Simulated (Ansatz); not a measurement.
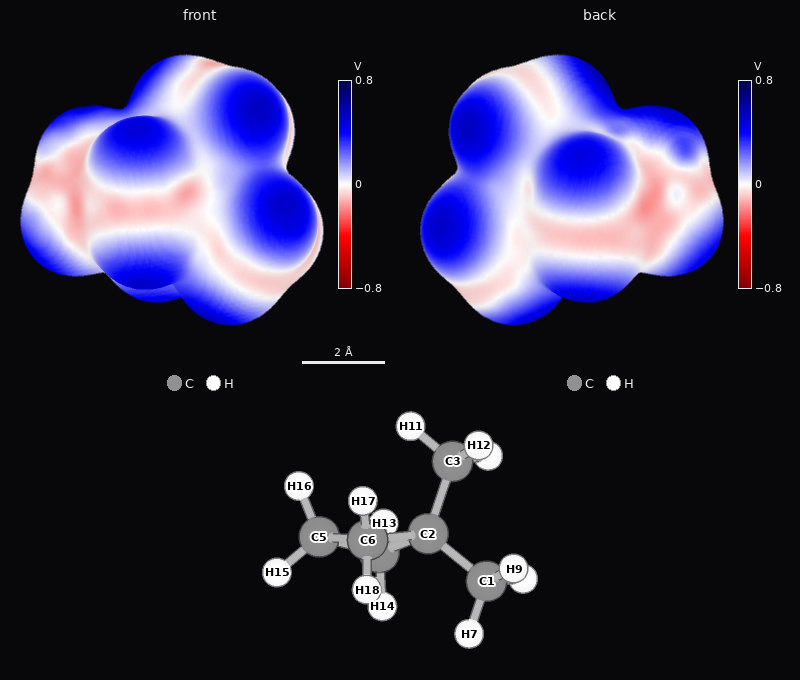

*C$_{6}$H$_{12}$ (SMILES CC1(C)CCC1). The molecular electrostatic potential painted on the density surface at 0.002 e/bohr³, seen from the front and from behind; the colour scale runs from red (negative) to blue (positive). The bare structure is drawn below in the same view.*

Geometry: PBE-D3(BJ)/def2-SVP.

Method: isolated molecule in a Gaussian basis; Kohn-Sham density functional theory, functional PBE0 (Ansatz 0.2.0).

```xyz
18

C    -1.6876    1.0440   -0.5112
C    -0.5767    0.5351    0.4027
C     0.7358    1.2766    0.1326
C    -0.9053    0.4753    1.9315
C    -0.2769   -0.9399    1.9941
C    -0.3683   -1.0151    0.4489
H    -2.6421    0.5111   -0.3212
H    -1.8685    2.1289   -0.3560
H    -1.4250    0.8979   -1.5805
H     0.6189    2.3668    0.3076
H     1.5532    0.9165    0.7907
H     1.0630    1.1340   -0.9187
H    -0.4639    1.2679    2.5706
H    -1.9998    0.4534    2.1105
H    -0.8225   -1.7117    2.5723
H     0.7710   -0.9213    2.3549
H     0.5046   -1.4204   -0.1036
H    -1.2757   -1.5565    0.1111
```

### Where is the surface potential most negative and most positive?

The most negative region (about −0.1 V) lies over C3, C4, C5 and C6, the most positive (about +0.6 V, or +14 kcal/mol for a unit charge) over H7, H11 and H16.

### What dipole moment does the calculation give?

Its dipole moment is 0.03 D.
